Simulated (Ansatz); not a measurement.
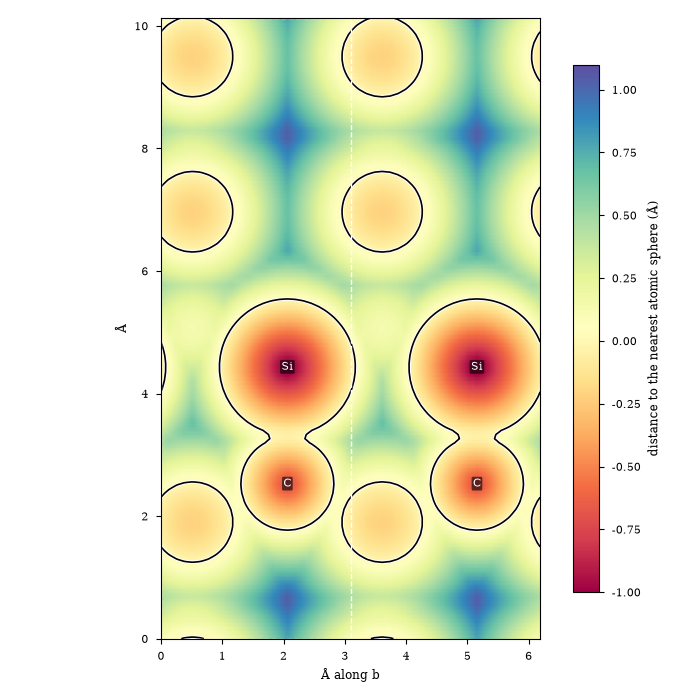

Map of the distance to the nearest atomic sphere in SiC (P6_3mc), computed on the section x = 0.333 (parallel to b and c; the dashed line is one cell). The black line marks the spheres' surfaces; positive values are empty space; unlabelled circles belong to atoms above or below the section.

Atoms are hard spheres with covalent radii (Cordero): Si 1.11 Å, C 0.76 Å.

Source of the atomic positions: the geometry relaxed with DFT, PBE, plane waves, PAW in Ansatz 0.2.0.

Space group P6_3mc (No. 186). a = 3.094 Å, b = 3.094 Å, c = 10.130 Å, α = 90.00°, β = 90.00°, γ = 120.00°
```csv
atom,site,symmetry,x,y,z
Si,2b,3m.,0.6667,0.3333,0.9378
Si,2a,3m.,0.0000,0.0000,0.6879
C,2b,3m.,0.6667,0.3333,0.7498
C,2a,3m.,0.0000,0.0000,0.5005
```

Q: Where is the largest hole in this section, and how large is it?

A: At 0.333, 0.667, 0.063 (fractional), where the distance reaches 1.08 Å; it is enclosed by 6 Si + 4 C. It is the largest hole of the crystal.

Q: How much of the crystal lies outside the spheres?

A: About 64 % of the cell's volume, and 69 % of this section's area.

Q: What can pass through?

A: The largest sphere that fits anywhere has a diameter of 2.16 Å; the largest that can travel through the crystal, about 1.4 Å.
